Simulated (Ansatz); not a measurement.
# A computed series for TiO2: pressure series

Consider TiO$_{2}$ in the anatase structure (space group I4_1/amd, No. 141; a = 3.770 Å, c = 9.552 Å).

Cell and atoms are relaxed at each pressure.

The values are results of Kohn–Sham DFT with the PBEsol functional, run in Ansatz (a first-principles code) with PAW and 420 eV plane waves, without spin-orbit coupling, not measurements.

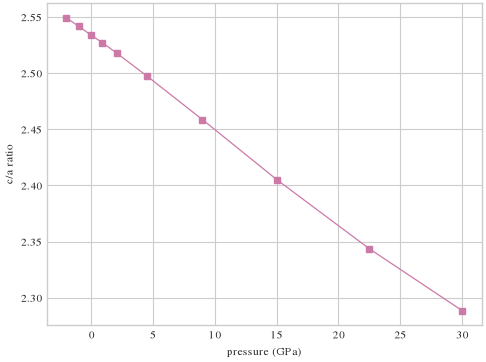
Figure. c/a ratio against pressure

```json
[
 {"pressure (GPa)": "-2", "c/a ratio": "2.549"},
 {"pressure (GPa)": "-1", "c/a ratio": "2.542"},
 {"pressure (GPa)": "0.9", "c/a ratio": "2.527"},
 {"pressure (GPa)": "2.1", "c/a ratio": "2.518"},
 {"pressure (GPa)": "4.5", "c/a ratio": "2.497"},
 {"pressure (GPa)": "9", "c/a ratio": "2.459"},
 {"pressure (GPa)": "15", "c/a ratio": "2.405"},
 {"pressure (GPa)": "22.5", "c/a ratio": "2.344"},
 {"pressure (GPa)": "30", "c/a ratio": "2.288"}
]
```

Load acts through the strain it causes; cell and atoms are relaxed under it. Stability against distortions was not tested. Competing high-pressure phases were not computed. All final runs are without spin polarisation.
